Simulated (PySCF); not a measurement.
Input

```
{"job": {"kind": "nmr", "xc": "PBE0", "basis": "pcSseg-1"}, "charge": 0, "multiplicity": 1}
Si     3.455761     0.384674    -0.421125
C      1.735334     0.636282     0.330949
Si     0.428066    -0.626469    -0.216540
C     -1.249439    -0.254632     0.606571
Si    -2.502523    -1.652266     0.310980
Si    -1.954849     1.444175     0.124353
H      4.378877     1.393256     0.113076
H      3.967249    -0.945422    -0.085045
H      3.389559     0.528242    -1.876172
H      1.820573     0.613088     1.417766
H      1.386453     1.637581     0.079010
H      0.281908    -0.586908    -1.678136
H      0.879953    -1.973554     0.168600
H     -1.073170    -0.222309     1.686391
H     -2.777493    -1.793088    -1.119810
H     -3.757180    -1.360046     1.013141
H     -1.974419    -2.920014     0.824526
H     -3.238431     1.668019     0.798235
H     -1.047585     2.523802     0.533093
H     -2.153793     1.516267    -1.325012
```

Run with:

```sh
OMP_NUM_THREADS=1 python probes_run.py task.json out
```

Geometry: GFN2-xTB.

Method: PySCF 2.14.0, PBE0/pcSseg-1, SCF density, gas phase, non-relativistic.

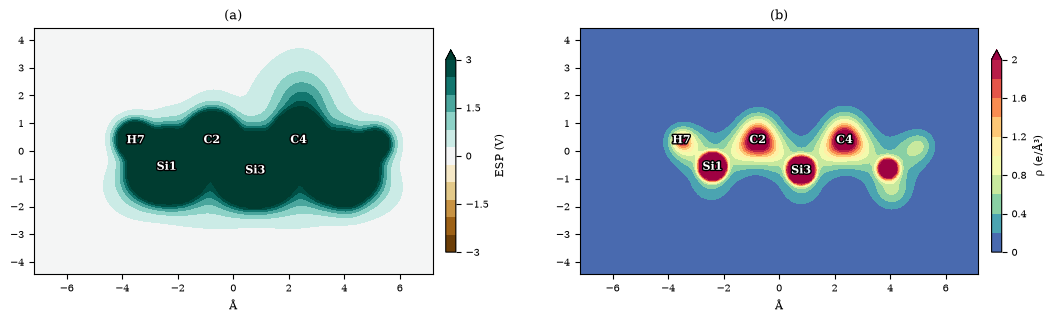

C2H14Si4 (SMILES [SiH3]C[SiH2]C([SiH3])[SiH3]). (a) molecular electrostatic potential; (b) total electron density on the plane of atoms C2, Si1 and H7.

Question: Describe what can be read from this map.

Answer: The plane passes through Si, C and H nuclei. C–Si (1.89 Å): the density is about 0.9 e/Å³ at the midpoint. Si–H (1.47 Å): ρ at the midpoint is about 0.8 e/Å³. The potential has no marked negative region in this plane.
